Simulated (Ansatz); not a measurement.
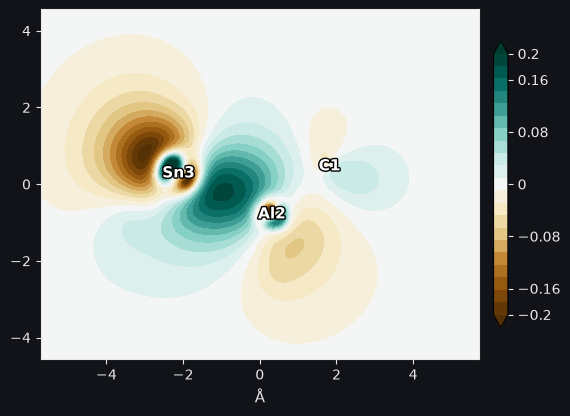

The picture shows: CH₇AlSn. One frontier orbital on the plane of atoms C1, Al2 and Sn3 (values in Å⁻³ᐟ²; the overall sign is arbitrary).

Geometry: B3LYP-D3(BJ)/def2-SVP; core potentials replace the inner electrons of Sn.

The calculation used Ansatz, isolated molecule in a Gaussian basis; Kohn-Sham density functional theory, functional PBE0.

Input

```
basis:
  gaussian:
    orbitals: def2-TZVPD
crystal:
  periodic: [false, false, false]
  atoms:
    - {symbol: C, position_ang: [-0.044791, -2.090462, 2.518616]}
    - {symbol: Al, position_ang: [0.235827, -0.849223, 1.034152]}
    - {symbol: Sn, position_ang: [1.870647, -1.666452, -0.896112]}
    - {symbol: H, position_ang: [-0.073864, -1.547850, 3.479650]}
    - {symbol: H, position_ang: [0.751404, -2.848968, 2.585057]}
    - {symbol: H, position_ang: [-1.007514, -2.619302, 2.416976]}
    - {symbol: H, position_ang: [1.921470, -0.474897, 0.757243]}
    - {symbol: H, position_ang: [-0.679619, 0.359686, 0.594183]}
    - {symbol: H, position_ang: [2.590087, -0.459720, -1.930759]}
    - {symbol: H, position_ang: [3.282212, -2.578164, -0.419337]}
output: {forces: true, orbitals: {seedname: orbitals}}
hamiltonian:
  xc: pbe0
```

Run with:

```sh
ansatz run input.yaml --threads 2 --pin off --max-ram 4350MiB --events-out events.jsonl --progress --plain --runs-dir runs
```

Question: Which orbital is it: HOMO or LUMO?

Answer: The LUMO, at −2.02 eV. It lies mainly on Sn3 (about 55 %), Al2 (about 25 %) and H7 (about 5 %).
